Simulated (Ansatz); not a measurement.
# NaZrF3: relaxing a made-up structure

This structure for NaZrF3 is made up. Its elements were placed in a known structure type with a cell scaled to their sizes. What cell does the guess relax to, and how far off was it?

Main program and level: Ansatz 0.2.0; DFT, PBE, plane-wave PAW, files of the set soft_1, scalar-relativistic, no spin, cell and ions relaxed at zero pressure; PAW set soft_1, in the first sound run; inputs show where later runs differ.

## Step 1: The starting structure

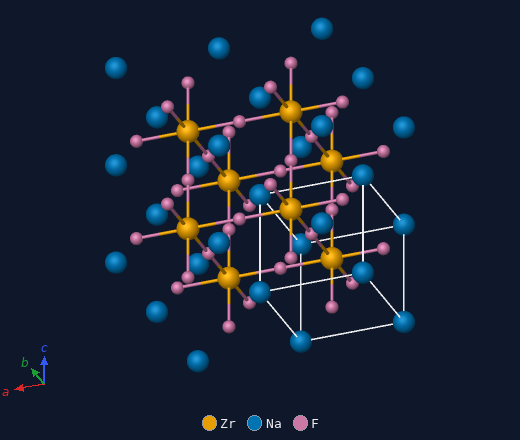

The starting structure, seen from a free direction (zirconium orange, sodium blue, fluorine pink). 2×2×2 cells are drawn. Some periodic images of atoms are drawn too.

## Step 2: Relaxing cell and atoms

The guessed cell has no reason to be at equilibrium. It is relaxed with the atoms, within the space group of the guess.

input.yaml reads:

```yaml
crystal:
  lattice:
    - [4.223, 0.0, 0.0]
    - [0.0, 4.223, 0.0]
    - [0.0, 0.0, 4.223]
  atoms:
    - { symbol: Zr, position: [0.5, 0.5, 0.5] }
    - { symbol: Na, position: [0.0, 0.0, 0.0] }
    - { symbol: F, position: [0.0, 0.5, 0.5] }
    - { symbol: F, position: [0.5, 0.5, 0.0] }
    - { symbol: F, position: [0.5, 0.0, 0.5] }
kpoints:
  mp_grid: { grid: [6, 6, 6] }
scf:
  occupations: { method: fermi_dirac, width: 0.05 }
hamiltonian:
  xc: pbe
  pseudopotentials: { kind: paw, azcp: { folder: soft_1 } }
relax:
  f_tol: 0.015
  max_steps: 70
  cell: {}
output:
  forces: true
  stress: true
```

Run with:

```sh
$ ansatz run input.yaml --threads 4 --pin off --max-ram 8192MiB --backend cpu --events-out ev --progress --plain --runs-dir out
```

Numbers of over 12 decimals in the logs are rounded to 6 here.

The log of the run:

```text
Engine: ansatz 0.2.0, aarch64-unknown-linux-gnu
Pseudopotentials: kind: paw
Pseudopotential: Zr, paw, valence charge 12, recommended cutoff 420 eV (normal), soft_1/Zr.paw.azcp
Pseudopotential: Na, paw, valence charge 9, recommended cutoff 420 eV (normal), soft_1/Na.paw.azcp
Pseudopotential: F, paw, valence charge 7, recommended cutoff 420 eV (normal), soft_1/F.paw.azcp
Functional definition: PBE
  parameter kappa = 0.804
  parameter beta = 0.066725
  exchange = pbe_x(kappa = kappa, mu = beta*pi^2/3)
  correlation = pbe_c(beta = beta)
Crystal: 5 atoms, lattice volume = 75.312 Å³
Basis set: ecut = 420 eV, 1419 PW (Γ), exchange–correlation on 60×60×60 points (8 copies of the dense FFT grid, shifted against one another)
Bands: 26, of which v1, the nominal top of the filled ones, is band 21 counted from 1 (20 counted from 0)
Symmetry: 48 space group operations
Space group: Pm-3m (ITA 221), of the structure as read, at distance tolerance 4.2e-5 Å
k-points: 20 of 216
Non-local potential: Zr, projectors of the file, l = 0: 3, l = 1: 2, l = 2: 2, l = 3: 1
Non-local potential: Na, projectors of the file, l = 0: 3, l = 1: 2, l = 2: 1
Non-local potential: F, projectors of the file, l = 0: 2, l = 1: 2, l = 2: 1
PAW form: soft (Blöchl's): semilocal exchange-correlation on the pseudo side does not see the compensation charge
PAW one-centre angular grid: Zr, 590 points (default); XC on 64 Gauss nodes
PAW one-centre angular grid: Na, 110 points (default); XC on 64 Gauss nodes
PAW one-centre angular grid: F, 110 points (default); XC on 64 Gauss nodes
Initial density: superposition of atomic densities (chi_scale 0.1, normalization cell, long waves kept (reshape's long-wave potential 0.02 eV rms))
Initial wavefunctions: pseudopotential atomic-orbital guess
Functional: x = pbe(κ = 0.804, μ = 0.219515), c = pbe(β = 0.066725)
SCF iter   1: F=—  HF=-8106.086159 eV  |F-HF|=—  |Δ(HF+E_count)|=         —  Δρ=1.92e-1  dr2=2.70e1  ethr=3.10e-3  ⟨swp⟩=6.0  Hψ=2152  notcnv=0
preconditioner: auto → Kerker (q_TF=auto, 2.475 Å⁻¹)  [metal: Δε(μ)=0.030 eV  Ē_g=7.086 eV  σ=0.050 eV  W_gap=0.15  n_scr=18 (ndim 8)  ℏωp=19.1 eV  f_vac=0.000  D(μ)=3.82/eV (n_scr^D=32)]
SCF iter   2: F=—  HF=-8100.856448 eV  |F-HF|=—  |Δ(HF+E_count)|=    5.23e0  Δρ=7.41e-2  dr2=5.98e0  ethr=3.10e-3  ⟨swp⟩=3.0  Hψ=1279  notcnv=0
SCF iter   3: F=—  HF=-8099.307378 eV  |F-HF|=—  |Δ(HF+E_count)|=    1.55e0  Δρ=1.85e-2  dr2=4.75e-1  ethr=3.10e-3  ⟨swp⟩=3.2  Hψ=1207  notcnv=0
SCF iter   4: F=—  HF=-8099.127610 eV  |F-HF|=—  |Δ(HF+E_count)|=   1.80e-1  Δρ=7.26e-3  dr2=8.63e-2  ethr=1.13e-3  ⟨swp⟩=2.3  Hψ=807  notcnv=0
SCF iter   5: F=—  HF=-8099.097018 eV  |F-HF|=—  |Δ(HF+E_count)|=   3.06e-2  Δρ=2.55e-3  dr2=1.12e-2  ethr=2.05e-4  ⟨swp⟩=2.4  Hψ=904  notcnv=0
SCF iter   6: F=—  HF=-8099.095159 eV  |F-HF|=—  |Δ(HF+E_count)|=   1.86e-3  Δρ=9.65e-4  dr2=1.15e-3  ethr=2.66e-5  ⟨swp⟩=2.1  Hψ=644  notcnv=0
SCF iter   7: F=—  HF=-8099.094914 eV  |F-HF|=—  |Δ(HF+E_count)|=   2.45e-4  Δρ=2.69e-4  dr2=7.11e-5  ethr=2.74e-6  ⟨swp⟩=2.0  Hψ=864  notcnv=0
SCF iter   8: F=—  HF=-8099.093655 eV  |F-HF|=—  |Δ(HF+E_count)|=   1.26e-3  Δρ=7.11e-5  dr2=2.63e-6  ethr=1.69e-7  ⟨swp⟩=2.0  Hψ=918  notcnv=0
SCF iter   9: F=—  HF=-8099.093656 eV  |F-HF|=—  |Δ(HF+E_count)|=   1.22e-6  Δρ=1.12e-5  dr2=1.28e-7  ethr=6.27e-9  ⟨swp⟩=2.2  Hψ=771  notcnv=0
SCF iter  10: F=-8099.093656 eV  HF=-8099.093656 eV  |F-HF|=5.66e-10  |Δ(HF+E_count)|=   4.82e-8  Δρ=2.81e-6  dr2=4.85e-9  ethr=2.38e-10  ⟨swp⟩=4.2  Hψ=1650  notcnv=0
SCF 1 converged in 10 iterations: F = -8099.093656 eV  dr2 = 4.85e-9
  greatest PAW one-centre occupation: 0.999 electrons in one spin orbital (limit 2), on the Na atom at site 1 (counted from 0), in its partial waves of l = 0
relax step   1: F+E_penalty+E_count = -8099.09365627 eV  Δ(F+E_penalty+E_count) = +0.000e0 eV  max|allowed force component| = 2.473e-29 eV/Å  Δτ_max = 0.0000 Å  P = +8.970 GPa  Ω = 75.312 Å³  (10 SCF iters, dr2 threshold 1.00e-7 eV, accepted)
Crystal: 5 atoms, lattice volume = 82.164 Å³
Basis set: ecut = 420 eV, 1575 PW (Γ), exchange–correlation on 60×60×60 points (8 copies of the dense FFT grid, shifted against one another)
Initial density: handed on by an earlier stage of this run
Initial wavefunctions: those handed on with the density
iter 1 solved again at ethr=2.53e-4 eV; its pass at ethr=3.10e-3 eV (dr2=1.06e-1 eV) is discarded
SCF iter   1: F=—  HF=-8099.311203 eV  |F-HF|=—  |Δ(HF+E_count)|=         —  Δρ=8.86e-3  dr2=1.07e-1  ethr=2.53e-4  ⟨swp⟩=1.1  Hψ=2644  notcnv=0
preconditioner: auto → LDOS  [metal: Δε(μ)=0.038 eV  Ē_g=9.349 eV  σ=0.050 eV  W_gap=0.18  n_scr=18 (ndim 8)  ℏωp=18.3 eV  f_vac=0.060  D(μ)=3.68/eV (n_scr^D=26)  β→1.0]
SCF iter   2: F=—  HF=-8099.277062 eV  |F-HF|=—  |Δ(HF+E_count)|=   3.41e-2  Δρ=4.71e-3  dr2=1.91e-2  ethr=2.53e-4  ⟨swp⟩=2.4  Hψ=920  notcnv=0
SCF iter   3: F=—  HF=-8099.275326 eV  |F-HF|=—  |Δ(HF+E_count)|=   1.74e-3  Δρ=3.35e-3  dr2=5.07e-3  ethr=4.54e-5  ⟨swp⟩=2.1  Hψ=1081  notcnv=0
SCF iter   4: F=—  HF=-8099.273380 eV  |F-HF|=—  |Δ(HF+E_count)|=   1.95e-3  Δρ=4.72e-4  dr2=1.20e-4  ethr=1.21e-5  ⟨swp⟩=2.0  Hψ=994  notcnv=0
SCF iter   5: F=—  HF=-8099.272747 eV  |F-HF|=—  |Δ(HF+E_count)|=   6.33e-4  Δρ=8.41e-5  dr2=4.42e-6  ethr=2.85e-7  ⟨swp⟩=2.0  Hψ=954  notcnv=0
SCF iter   6: F=-8099.272757 eV  HF=-8099.272757 eV  |F-HF|=4.78e-8  |Δ(HF+E_count)|=   9.50e-6  Δρ=2.17e-5  dr2=3.96e-7  ethr=1.19e-9  ⟨swp⟩=4.8  Hψ=1964  notcnv=0
SCF 2 converged in 6 iterations: F = -8099.272757 eV  dr2 = 3.96e-7
relax step   2: F+E_penalty+E_count = -8099.27275691 eV  Δ(F+E_penalty+E_count) = -1.791e-1 eV  max|allowed force component| = 5.391e-30 eV/Å  Δτ_max = 0.0000 Å  P = +0.468 GPa  Ω = 82.164 Å³  energy of the carried Pulay correction = -1.043e-2 eV  (6 SCF iters, dr2 threshold 5.00e-7 eV, accepted)
Crystal: 5 atoms, lattice volume = 82.577 Å³
iter 1 solved again at ethr=1.21e-6 eV; its pass at ethr=3.10e-3 eV (dr2=5.08e-4 eV) is discarded
SCF iter   1: F=—  HF=-8099.273646 eV  |F-HF|=—  |Δ(HF+E_count)|=         —  Δρ=5.83e-4  dr2=4.81e-4  ethr=1.21e-6  ⟨swp⟩=2.6  Hψ=2428  notcnv=0
preconditioner: auto → LDOS  [metal: Δε(μ)=0.022 eV  Ē_g=9.063 eV  σ=0.050 eV  W_gap=0.11  n_scr=18 (ndim 8)  ℏωp=18.3 eV  f_vac=0.056  D(μ)=4.04/eV (n_scr^D=32)  β→1.0]
SCF iter   2: F=—  HF=-8099.272836 eV  |F-HF|=—  |Δ(HF+E_count)|=   8.10e-4  Δρ=2.64e-4  dr2=5.69e-5  ethr=1.14e-6  ⟨swp⟩=2.0  Hψ=757  notcnv=0
SCF iter   3: F=—  HF=-8099.272835 eV  |F-HF|=—  |Δ(HF+E_count)|=   6.70e-7  Δρ=1.75e-4  dr2=1.45e-5  ethr=1.36e-7  ⟨swp⟩=2.0  Hψ=787  notcnv=0
SCF iter   4: F=—  HF=-8099.272829 eV  |F-HF|=—  |Δ(HF+E_count)|=   6.18e-6  Δρ=2.60e-5  dr2=5.46e-7  ethr=3.46e-8  ⟨swp⟩=2.0  Hψ=877  notcnv=0
SCF iter   5: F=-8099.272829 eV  HF=-8099.272829 eV  |F-HF|=1.97e-9  |Δ(HF+E_count)|=   7.40e-8  Δρ=4.83e-6  dr2=1.21e-8  ethr=1.19e-9  ⟨swp⟩=4.0  Hψ=1657  notcnv=0
SCF 3 converged in 5 iterations: F = -8099.272829 eV  dr2 = 1.21e-8
relax step   3: F+E_penalty+E_count = -8099.27282926 eV  Δ(F+E_penalty+E_count) = -7.235e-5 eV  max|allowed force component| = 7.849e-30 eV/Å  Δτ_max = 0.0000 Å  P = +0.055 GPa  Ω = 82.577 Å³  energy of the carried Pulay correction = -1.103e-2 eV  (5 SCF iters, dr2 threshold 5.00e-7 eV, accepted)
Crystal: 5 atoms, lattice volume = 82.633 Å³
iter 1 solved again at ethr=2.16e-8 eV; its pass at ethr=3.10e-3 eV (dr2=9.08e-6 eV) is discarded
SCF iter   1: F=—  HF=-8099.273436 eV  |F-HF|=—  |Δ(HF+E_count)|=         —  Δρ=8.47e-5  dr2=8.75e-6  ethr=2.16e-8  ⟨swp⟩=2.8  Hψ=2479  notcnv=0
preconditioner: auto → LDOS  [metal: Δε(μ)=0.022 eV  Ē_g=9.048 eV  σ=0.050 eV  W_gap=0.11  n_scr=18 (ndim 8)  ℏωp=18.3 eV  f_vac=0.057  D(μ)=4.08/eV (n_scr^D=32)  β→1.0]
SCF iter   2: F=—  HF=-8099.272759 eV  |F-HF|=—  |Δ(HF+E_count)|=   6.77e-4  Δρ=5.00e-5  dr2=1.35e-6  ethr=2.08e-8  ⟨swp⟩=2.0  Hψ=880  notcnv=0
SCF iter   3: F=—  HF=-8099.272759 eV  |F-HF|=—  |Δ(HF+E_count)|=   3.08e-7  Δρ=2.28e-5  dr2=3.41e-7  ethr=3.21e-9  ⟨swp⟩=2.0  Hψ=925  notcnv=0
SCF iter   4: F=—  HF=-8099.272759 eV  |F-HF|=—  |Δ(HF+E_count)|=   8.12e-8  Δρ=5.94e-6  dr2=2.11e-8  ethr=8.12e-10  ⟨swp⟩=2.0  Hψ=886  notcnv=0
SCF iter   5: F=-8099.272759 eV  HF=-8099.272759 eV  |F-HF|=6.86e-10  |Δ(HF+E_count)|=   2.63e-9  Δρ=1.71e-6  dr2=7.40e-10  ethr=1.81e-11  ⟨swp⟩=4.0  Hψ=1879  notcnv=0
SCF 4 converged in 5 iterations: F = -8099.272759 eV  dr2 = 7.40e-10
relax step   4: F+E_penalty+E_count = -8099.27275850 eV  Δ(F+E_penalty+E_count) = +7.075e-5 eV  max|allowed force component| = 3.266e-29 eV/Å  Δτ_max = 0.0000 Å  P = +0.000 GPa  Ω = 82.633 Å³  energy of the carried Pulay correction = -1.111e-2 eV  (5 SCF iters, dr2 threshold 7.58e-9 eV, accepted)
Initial wavefunctions: pseudopotential atomic-orbital guess (no wavefunctions were taken with the density)
iter 1 solved again at ethr=3.93e-7 eV; its pass at ethr=3.10e-3 eV (dr2=1.65e-4 eV) is discarded
SCF iter   1: F=—  HF=-8099.295431 eV  |F-HF|=—  |Δ(HF+E_count)|=         —  Δρ=9.44e-4  dr2=1.13e-4  ethr=3.93e-7  ⟨swp⟩=2.7  Hψ=3427  notcnv=0
preconditioner: auto → LDOS  [metal: Δε(μ)=0.022 eV  Ē_g=9.047 eV  σ=0.050 eV  W_gap=0.11  n_scr=18 (ndim 8)  ℏωp=18.3 eV  f_vac=0.057  D(μ)=4.08/eV (n_scr^D=32)  β→1.0]
SCF iter   2: F=—  HF=-8099.295860 eV  |F-HF|=—  |Δ(HF+E_count)|=   4.29e-4  Δρ=4.13e-4  dr2=6.60e-5  ethr=2.69e-7  ⟨swp⟩=2.0  Hψ=826  notcnv=0
SCF iter   3: F=—  HF=-8099.295159 eV  |F-HF|=—  |Δ(HF+E_count)|=   7.00e-4  Δρ=4.70e-5  dr2=9.96e-7  ethr=1.57e-7  ⟨swp⟩=2.0  Hψ=883  notcnv=0
SCF iter   4: F=—  HF=-8099.295162 eV  |F-HF|=—  |Δ(HF+E_count)|=   2.19e-6  Δρ=1.02e-5  dr2=7.29e-8  ethr=2.37e-9  ⟨swp⟩=2.1  Hψ=859  notcnv=0
SCF iter   5: F=—  HF=-8099.295162 eV  |F-HF|=—  |Δ(HF+E_count)|=  9.48e-10  Δρ=3.68e-6  dr2=1.75e-8  ethr=1.74e-10  ⟨swp⟩=2.5  Hψ=922  notcnv=0
SCF iter   6: F=—  HF=-8099.295162 eV  |F-HF|=—  |Δ(HF+E_count)|=   3.01e-9  Δρ=1.21e-6  dr2=1.05e-9  ethr=4.17e-11  ⟨swp⟩=2.0  Hψ=857  notcnv=0
SCF iter   7: F=-8099.295162 eV  HF=-8099.295162 eV  |F-HF|=2.73e-12  |Δ(HF+E_count)|=  9.91e-11  Δρ=3.55e-7  dr2=4.16e-11  ethr=1.00e-12  ⟨swp⟩=3.5  Hψ=2377  notcnv=0
SCF 5 converged in 7 iterations: F = -8099.295162 eV  dr2 = 4.16e-11
relax step   5: F+E_penalty+E_count = -8099.29516153 eV  Δ(F+E_penalty+E_count) = -2.240e-2 eV  max|allowed force component| = 3.689e-29 eV/Å  Δτ_max = 0.0000 Å  P = +0.545 GPa  Ω = 82.633 Å³  stress off target by 5.45e-1 GPa  SCF on the basis re-selected at this cell (its energy is not comparable with the rows above)  (7 SCF iters)
basis re-selected at this cell: Δ(F+E_penalty+E_count) = -2.240e-2 eV, ΔP = +0.545 GPa vs the last step (what re-selecting the basis moved, of the pressure what is left beyond the Pulay correction that the steps carried, after the strain that the cell walked since its last selection, with what the two solves' SCF thresholds leave and, on support functions, any second-order correction that the steps lacked; it is no m [...]
Crystal: 5 atoms, lattice volume = 83.186 Å³
Basis set: ecut = 420 eV, 1647 PW (Γ), exchange–correlation on 60×60×60 points (8 copies of the dense FFT grid, shifted against one another)
iter 1 solved again at ethr=2.02e-6 eV; its pass at ethr=3.10e-3 eV (dr2=8.47e-4 eV) is discarded
SCF iter   1: F=—  HF=-8099.296196 eV  |F-HF|=—  |Δ(HF+E_count)|=         —  Δρ=7.64e-4  dr2=8.29e-4  ethr=2.02e-6  ⟨swp⟩=2.8  Hψ=2401  notcnv=0
preconditioner: auto → LDOS  [metal: Δε(μ)=0.022 eV  Ē_g=9.013 eV  σ=0.050 eV  W_gap=0.11  n_scr=18 (ndim 8)  ℏωp=18.2 eV  f_vac=0.059  D(μ)=4.08/eV (n_scr^D=32)  β→1.0]
SCF iter   2: F=—  HF=-8099.295986 eV  |F-HF|=—  |Δ(HF+E_count)|=   2.11e-4  Δρ=3.40e-4  dr2=1.01e-4  ethr=1.97e-6  ⟨swp⟩=2.0  Hψ=748  notcnv=0
SCF iter   3: F=—  HF=-8099.295359 eV  |F-HF|=—  |Δ(HF+E_count)|=   6.27e-4  Δρ=2.31e-4  dr2=2.47e-5  ethr=2.41e-7  ⟨swp⟩=2.0  Hψ=904  notcnv=0
SCF iter   4: F=—  HF=-8099.295349 eV  |F-HF|=—  |Δ(HF+E_count)|=   1.03e-5  Δρ=3.84e-5  dr2=1.23e-6  ethr=5.88e-8  ⟨swp⟩=2.0  Hψ=832  notcnv=0
SCF iter   5: F=-8099.295349 eV  HF=-8099.295349 eV  |F-HF|=6.02e-9  |Δ(HF+E_count)|=   1.41e-7  Δρ=7.55e-6  dr2=2.95e-8  ethr=1.19e-9  ⟨swp⟩=4.1  Hψ=1809  notcnv=0
SCF 6 converged in 5 iterations: F = -8099.295349 eV  dr2 = 2.95e-8
relax step   6: F+E_penalty+E_count = -8099.29534900 eV  Δ(F+E_penalty+E_count) = -1.875e-4 eV  max|allowed force component| = 8.809e-30 eV/Å  Δτ_max = 0.0000 Å  P = +0.058 GPa  Ω = 83.186 Å³  energy of the carried Pulay correction = -8.473e-4 eV  (5 SCF iters, dr2 threshold 5.00e-7 eV, accepted)
Crystal: 5 atoms, lattice volume = 83.250 Å³
iter 1 solved again at ethr=2.74e-8 eV; its pass at ethr=3.10e-3 eV (dr2=1.15e-5 eV) is discarded
SCF iter   1: F=—  HF=-8099.295875 eV  |F-HF|=—  |Δ(HF+E_count)|=         —  Δρ=9.53e-5  dr2=1.14e-5  ethr=2.74e-8  ⟨swp⟩=2.5  Hψ=2337  notcnv=0
preconditioner: auto → LDOS  [metal: Δε(μ)=0.021 eV  Ē_g=8.994 eV  σ=0.050 eV  W_gap=0.11  n_scr=18 (ndim 8)  ℏωp=18.2 eV  f_vac=0.059  D(μ)=4.14/eV (n_scr^D=32)  β→1.0]
SCF iter   2: F=—  HF=-8099.295259 eV  |F-HF|=—  |Δ(HF+E_count)|=   6.17e-4  Δρ=5.48e-5  dr2=1.75e-6  ethr=2.73e-8  ⟨swp⟩=2.0  Hψ=880  notcnv=0
SCF iter   3: F=—  HF=-8099.295259 eV  |F-HF|=—  |Δ(HF+E_count)|=   1.24e-7  Δρ=2.70e-5  dr2=4.57e-7  ethr=4.17e-9  ⟨swp⟩=2.1  Hψ=917  notcnv=0
SCF iter   4: F=—  HF=-8099.295259 eV  |F-HF|=—  |Δ(HF+E_count)|=   1.22e-7  Δρ=6.38e-6  dr2=2.60e-8  ethr=1.09e-9  ⟨swp⟩=2.1  Hψ=874  notcnv=0
SCF iter   5: F=-8099.295259 eV  HF=-8099.295259 eV  |F-HF|=7.61e-10  |Δ(HF+E_count)|=   2.71e-9  Δρ=1.76e-6  dr2=8.21e-10  ethr=1.97e-11  ⟨swp⟩=4.0  Hψ=1886  notcnv=0
SCF 7 converged in 5 iterations: F = -8099.295259 eV  dr2 = 8.21e-10
relax step   7: F+E_penalty+E_count = -8099.29525868 eV  Δ(F+E_penalty+E_count) = +9.032e-5 eV  max|allowed force component| = 9.532e-30 eV/Å  Δτ_max = 0.0000 Å  P = +0.002 GPa  Ω = 83.250 Å³  energy of the carried Pulay correction = -9.495e-4 eV  (5 SCF iters, dr2 threshold 8.29e-9 eV, accepted)
iter 1 solved again at ethr=8.03e-8 eV; its pass at ethr=3.10e-3 eV (dr2=3.37e-5 eV) is discarded
SCF iter   1: F=—  HF=-8099.296748 eV  |F-HF|=—  |Δ(HF+E_count)|=         —  Δρ=8.01e-5  dr2=7.02e-7  ethr=8.03e-8  ⟨swp⟩=3.5  Hψ=3790  notcnv=0
preconditioner: auto → LDOS  [metal: Δε(μ)=0.021 eV  Ē_g=8.992 eV  σ=0.050 eV  W_gap=0.11  n_scr=18 (ndim 8)  ℏωp=18.2 eV  f_vac=0.059  D(μ)=4.15/eV (n_scr^D=32)  β→1.0]
SCF iter   2: F=—  HF=-8099.296186 eV  |F-HF|=—  |Δ(HF+E_count)|=   5.62e-4  Δρ=4.85e-5  dr2=8.26e-7  ethr=1.67e-9  ⟨swp⟩=3.5  Hψ=1251  notcnv=0
SCF iter   3: F=—  HF=-8099.296185 eV  |F-HF|=—  |Δ(HF+E_count)|=   4.38e-7  Δρ=1.53e-5  dr2=5.80e-8  ethr=1.67e-9  ⟨swp⟩=2.0  Hψ=698  notcnv=0
SCF iter   4: F=—  HF=-8099.296186 eV  |F-HF|=—  |Δ(HF+E_count)|=   4.43e-7  Δρ=2.29e-6  dr2=1.66e-9  ethr=1.38e-10  ⟨swp⟩=2.0  Hψ=912  notcnv=0
SCF iter   5: F=—  HF=-8099.296186 eV  |F-HF|=—  |Δ(HF+E_count)|=  7.03e-10  Δρ=4.32e-7  dr2=6.29e-11  ethr=3.95e-12  ⟨swp⟩=2.1  Hψ=876  notcnv=0
SCF iter   6: F=-8099.296186 eV  HF=-8099.296186 eV  |F-HF|=7.28e-12  |Δ(HF+E_count)|=  1.25e-10  Δρ=1.07e-7  dr2=1.78e-11  ethr=1.00e-12  ⟨swp⟩=4.0  Hψ=1849  notcnv=0
SCF 8 converged in 6 iterations: F = -8099.296186 eV  dr2 = 1.78e-11
relax step   8: F+E_penalty+E_count = -8099.29618582 eV  Δ(F+E_penalty+E_count) = -9.271e-4 eV  max|allowed force component| = 7.797e-30 eV/Å  Δτ_max = 0.0000 Å  P = +0.009 GPa  Ω = 83.250 Å³  stress off target by 9.12e-3 GPa  SCF on the basis re-selected at this cell (its energy is not comparable with the rows above)  (6 SCF iters)
basis re-selected at this cell: Δ(F+E_penalty+E_count) = -9.271e-4 eV, ΔP = +0.007 GPa vs the last step (what re-selecting the basis moved, of the pressure what is left beyond the Pulay correction that the steps carried, after the strain that the cell walked since its last selection, with what the two solves' SCF thresholds leave and, on support functions, any second-order correction that the steps lacked; it is no m [...]
SCF converged after 6 iterations
Free energy (F): -8099.296186 eV
Harris-Foulkes:  -8099.296186 eV  (|F-HF|=7.28e-12)
Internal energy: -8099.262273 eV  (E = F + TS)
E sigma→0 (E₀):  -8099.279230 eV
Entropy (-TS):   -0.033913 eV (-6.783 meV/atom)
Fermi energy:    8.321510 eV
--- Per-component energies (eV) ---
  E_band       = -510.182931
  E_kinetic    = 1022.496494
  E_local      = -4171.584348  (includes V_loc(G=0)·N_el)
  E_nonlocal   = 613.683679
  E_hartree    = 1481.104911
  E_xc         = -422.141579
  E_vxc        = -525.792574  (∫ρ·V_xc dr)
  E_paw        = -3871.641886  (= ΣΔE_a)
  E_vpaw       = -411.198108  (= ΣTr[D̂ρ^β])
  E_aug_tail   = 0.001968  (compensation charges beyond the density's cutoff)
  E_ewald      = -2751.181513
  E_smearing   = -0.033913  (= −TS)
  E_closure    = 0.000000  (closes the sum)
  Σ components = -8099.296186   (vs F -8099.296186, Δ=0.00e0)
--- Forces (eV/Å), atoms counted from 1 ---
  atom   1  Zr     0.00000000     0.00000000     0.00000000
  atom   2  Na    -0.00000000     0.00000000     0.00000000
  atom   3  F      0.00000000    -0.00000000     0.00000000
  atom   4  F     -0.00000000    -0.00000000    -0.00000000
  atom   5  F      0.00000000     0.00000000     0.00000000
  max |Σ_I F_I| component: 3.09e-30 eV/Å
--- Stress (GPa, compression-positive) ---
        0.009115      -0.000000      -0.000000
       -0.000000       0.009115       0.000000
       -0.000000       0.000000       0.009115
  P = ⅓ Tr σ = 0.0091 GPa (0.091 kbar)
--- Relaxed structure (6 steps of the walk, 6 accepted, 2 SCFs on fresh bases) ---
  F+E_penalty+E_count = -8099.29618582 eV   max|allowed force component| = 7.797e-30 eV/Å   (the final SCF, on the basis selected at the relaxed cell)
  cell:  # Å, volume = 83.2500 Å³
    - [4.366445, 0, 0]
    - [0, 4.366445, 0.0]
    - [0, 0.0, 4.366445]
  atoms:
    - { symbol: Zr, position: [0.5, 0.5, 0.5] }
    - { symbol: Na, position: [0, 0, 0] }
    - { symbol: F, position: [0, 0.5, 0.5] }
    - { symbol: F, position: [0.5, 0.5, 0] }
    - { symbol: F, position: [0.5, 0, 0.5] }
```

Run time: 4 s. Hardware: 4 threads of Arm Neoverse V2, shared host; peak memory 0.41 GiB.

(Part 1 of 2 ends here.)

[Logs are printed without paths, hosts, clocks, repeated set-up lines and the standing remarks that a program may print on its own settings, such as how far it seeks lower states.]

[Hosts, paths, dates, database ids (printed as entryN), source tags and the programs' standing remarks are cut or masked in the printed files.]
